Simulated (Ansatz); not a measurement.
# doublet [Si4H10]+ at 6 levels

We compute a comparison of 6 runs (UHF/STO-3G, U-revPBE/6-31G*, UB2PLYP/6-31G*, UCAM-B3LYP/6-31G*, UHSE06/6-31G*, RPA@PBE0/6-31G*) of doublet [Si4H10]+. 

The results are computed with Ansatz 0.2.0.

37 further runs of the same task are left out: 3 that didn't finish, 34 set aside as unsound or not needed.

**1. The molecule**

[Si4H10]+: 14 atoms, total charge +1, spin state doublet. As SMILES of the parent species, `[SiH3][SiH]([SiH3])[SiH3]`. The coordinates come from a PBE0-D4/def2-TZVP relaxation. That shape belongs to the parent species and isn't relaxed for this state.

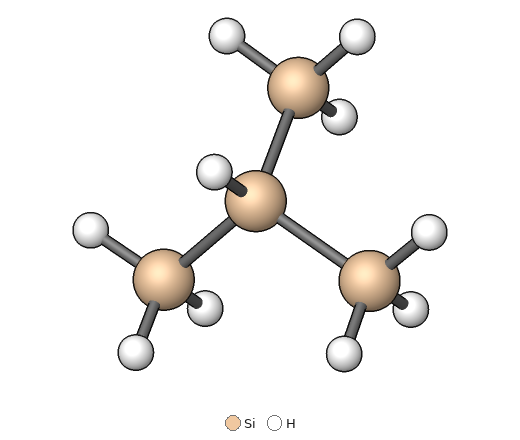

The structure, seen from a chosen angle (silicon light orange, hydrogen white).

**2. The energy at UHF/STO-3G (run 1)**

job.yaml reads:

```yaml
crystal:
  periodic: [false, false, false]
  atoms:
    - {symbol: Si, position_ang: [-1.586600, 0.449770, -1.468220]}
    - {symbol: Si, position_ang: [-0.437700, -0.033320, 0.509060]}
    - {symbol: Si, position_ang: [1.124000, 1.651140, 0.941090]}
    - {symbol: Si, position_ang: [0.660040, -2.085920, 0.297480]}
    - {symbol: H, position_ang: [-2.588800, -0.607930, -1.768740]}
    - {symbol: H, position_ang: [-2.287510, 1.758070, -1.365710]}
    - {symbol: H, position_ang: [-0.615640, 0.517850, -2.593590]}
    - {symbol: H, position_ang: [-1.409520, -0.107160, 1.639330]}
    - {symbol: H, position_ang: [2.091010, 1.722300, -0.187470]}
    - {symbol: H, position_ang: [1.875310, 1.366450, 2.193260]}
    - {symbol: H, position_ang: [0.452630, 2.971990, 1.075490]}
    - {symbol: H, position_ang: [1.404530, -2.417500, 1.542160]}
    - {symbol: H, position_ang: [1.628750, -2.008150, -0.829180]}
    - {symbol: H, position_ang: [-0.310500, -3.177580, 0.015050]}
basis:
  gaussian:
    orbitals: STO-3G
accuracy: high
hamiltonian:
  xc: hf
magnetization:
  spin_polarized: true
  initial_magnetization: 1
output:
  orbitals: {seedname: orbitals}
total_charge: 1
```

On the command line:

```
ansatz run job.yaml --threads 1 --pin off --max-ram 3480MiB --events-out events.jsonl --progress --plain --runs-dir runs
```

Standard output:

```text
Warning: RAYON_NUM_THREADS=1 ignored (pool sized by the plan → 1); use --threads N
Functional definition: HF
  name "HF"
  exchange = exact_x
  correlation = 0
953 factors; integrals over basis functions are off by at most 2.4e-9 eV
mean field evaluation 1: about -31237.4724 eV, gradient 1.1e1 eV
mean field evaluation 2: about -31237.4636 eV, gradient 1.1e1 eV
mean field evaluation 4: about -31238.6731 eV, gradient 8.4e-1 eV
mean field evaluation 8: about -31238.6896 eV, gradient 2.4e-2 eV
mean field evaluation 16: about -31238.6637 eV, gradient 1.2e0 eV
mean field evaluation 32: about -31238.6893 eV, gradient 2.0e-8 eV
mean field evaluation 64: about -31238.6894 eV, gradient 2.3e-8 eV
mean field evaluation 96: about -31238.6885 eV, gradient 4.8e-2 eV
mean field evaluation 128: about -31238.6913 eV, gradient 8.1e-3 eV
mean field evaluation 160: about -31237.3364 eV, gradient 1.0e1 eV
mean field evaluation 192: about -31238.6884 eV, gradient 8.8e-2 eV
mean field -31238.68941191 eV, -1148.0006615434 hartree, gradient 3.0e-8 eV, S^2 0.766558; 6 other end points of the search recorded, 0 dependent functions left out
reference -31238.68941191 eV, -1148.0006615434 hartree; 33, 32 occupied and 13, 14 virtual orbitals, 953 factors
Total energy: -31238.68941191 eV, -1148.0006615434 hartree
```

It took 3.6 s on 1 thread of Intel Xeon 6975P-C (Granite Rapids), shared host; peak memory 0.17 GiB.

**3. The energy at U-revPBE/6-31G(d) (spherical functions) (run 2)**

run.yaml reads:

```yaml
crystal:
  periodic: [false, false, false]
  atoms:
    - {symbol: Si, position_ang: [-1.586600, 0.449770, -1.468220]}
    - {symbol: Si, position_ang: [-0.437700, -0.033320, 0.509060]}
    - {symbol: Si, position_ang: [1.124000, 1.651140, 0.941090]}
    - {symbol: Si, position_ang: [0.660040, -2.085920, 0.297480]}
    - {symbol: H, position_ang: [-2.588800, -0.607930, -1.768740]}
    - {symbol: H, position_ang: [-2.287510, 1.758070, -1.365710]}
    - {symbol: H, position_ang: [-0.615640, 0.517850, -2.593590]}
    - {symbol: H, position_ang: [-1.409520, -0.107160, 1.639330]}
    - {symbol: H, position_ang: [2.091010, 1.722300, -0.187470]}
    - {symbol: H, position_ang: [1.875310, 1.366450, 2.193260]}
    - {symbol: H, position_ang: [0.452630, 2.971990, 1.075490]}
    - {symbol: H, position_ang: [1.404530, -2.417500, 1.542160]}
    - {symbol: H, position_ang: [1.628750, -2.008150, -0.829180]}
    - {symbol: H, position_ang: [-0.310500, -3.177580, 0.015050]}
basis:
  gaussian:
    orbitals: 6-31G_st_-spherical.json
total_charge: 1
magnetization:
  spin_polarized: true
  initial_magnetization: 1
hamiltonian:
  xc: {name: revPBE}
accuracy: high
output:
  orbitals: {seedname: orbitals}
```

The basis set 6-31G* is read from a file made from the Basis Set Exchange's data (not shown).

On the command line:

```
ansatz run run.yaml --threads 1 --pin off --max-ram 3480MiB --events-out events.jsonl --progress --plain --runs-dir runs
```

Standard output, cut to the lines that bear on the results:

```text
Warning: RAYON_NUM_THREADS=1 ignored (pool sized by the plan → 1); use --threads N
Functional definition: revPBE
  name "revPBE"
[...]
2155 factors; integrals over basis functions are off by at most 8.4e-9 eV
[...]
mean field -31654.99322596 eV, -1163.2995445290 hartree, gradient 6.1e-8 eV, S^2 0.752466; 16 other end points of the search recorded, 0 dependent functions left out
reference -31654.99323225 eV, -1163.2995447602 hartree; 33, 32 occupied and 59, 60 virtual orbitals, 2155 factors
Total energy: -31654.99323225 eV, -1163.2995447602 hartree
```

It took 59 s on 1 thread of Intel Xeon 6975P-C (Granite Rapids), shared host; peak memory 0.4 GiB.

Runs 3 to 5 aren't shown in full; the table further down has their settings and results.

**4. The energy at RPA@PBE0/6-31G(d) (spherical functions) (run 6)**

in.yaml reads:

```yaml
crystal:
  periodic: [false, false, false]
  atoms:
    - symbol: Si
      position_ang: [-1.586600, 0.449770, -1.468220]
    - symbol: Si
      position_ang: [-0.437700, -0.033320, 0.509060]
    - symbol: Si
      position_ang: [1.124000, 1.651140, 0.941090]
    - symbol: Si
      position_ang: [0.660040, -2.085920, 0.297480]
    - symbol: H
      position_ang: [-2.588800, -0.607930, -1.768740]
    - symbol: H
      position_ang: [-2.287510, 1.758070, -1.365710]
    - symbol: H
      position_ang: [-0.615640, 0.517850, -2.593590]
    - symbol: H
      position_ang: [-1.409520, -0.107160, 1.639330]
    - symbol: H
      position_ang: [2.091010, 1.722300, -0.187470]
    - symbol: H
      position_ang: [1.875310, 1.366450, 2.193260]
    - symbol: H
      position_ang: [0.452630, 2.971990, 1.075490]
    - symbol: H
      position_ang: [1.404530, -2.417500, 1.542160]
    - symbol: H
      position_ang: [1.628750, -2.008150, -0.829180]
    - symbol: H
      position_ang: [-0.310500, -3.177580, 0.015050]
basis:
  gaussian:
    orbitals: 6-31G_st_-spherical.json
total_charge: 1
magnetization:
  spin_polarized: true
  initial_magnetization: 1
hamiltonian:
  xc: pbe0
correlation:
  method: rpa
  frozen_orbitals: {H: 0, Si: 5}
accuracy: high
```

The basis set 6-31G* is read from a file made from the Basis Set Exchange's data (not shown).

On the command line:

```
ansatz run in.yaml --threads 1 --pin off --max-ram 3480MiB --events-out events.jsonl --progress --plain --runs-dir runs
```

Standard output, cut to the lines that bear on the results:

```text
Warning: RAYON_NUM_THREADS=1 ignored (pool sized by the plan → 1); use --threads N
Functional definition: PBE0
  name "PBE0"
[...]
2155 factors; integrals over basis functions are off by at most 8.4e-9 eV
[...]
mean field -31647.88377490 eV, -1163.0382770217 hartree, gradient 2.8e-8 eV, S^2 0.755472; 6 other end points of the search recorded, 0 dependent functions left out
20 core orbitals not correlated: weight in the atoms' cores, before any rotation towards them, 1.000 or more for the frozen orbitals, at most 0.000 for the correlated occupied ones
reference -31594.87819845 eV, -1161.0903580154 hartree; 13, 12 occupied and 59, 60 virtual orbitals, 2155 factors
Total energy: -31610.90981316 eV, -1161.6795089893 hartree
```

Wall time 71 s (1 thread of Intel Xeon 6975P-C (Granite Rapids), shared host); peak memory 0.64 GiB.

**5. The series**

```tsv
run	level	frozen core orbitals	energy (Eh)	HOMO energy (eV)	LUMO energy (eV)	⟨S²⟩	wall time
1	UHF/STO-3G	–	-1148.000662	-13.21	-6.30	0.767	3.6 s
2	U-revPBE/6-31G* (spherical functions)	–	-1163.299545	-11.81	–	0.752	59 s
3	UB2PLYP/6-31G* (spherical functions)	20	-1162.970338	-13.70	-10.31	0.762	82 s
4	UCAM-B3LYP/6-31G* (spherical functions)	–	-1163.532641	-14.03	-10.45	0.757	85 s
5	UHSE06/6-31G* (spherical functions)	–	-1163.010932	-12.49	-11.78	0.755	60 s
6	RPA@PBE0/6-31G* (spherical functions)	20	-1161.679509	–	–	0.755	71 s
```

**6. Summary of results**

| quantity | value |
| --- | --- |
| run 6: total energy | -1161.67951 Eh |
| run 6: RPA correlation energy (valence) | -589.2 mEh |
| run 6: ⟨S²⟩ of the reference determinant | 0.755 |

What this shows: Totals of different functionals can't be ranked against each other. In run 1 the basis is minimal, so the values are rough. All runs together took 6 min, the longest 85 s.
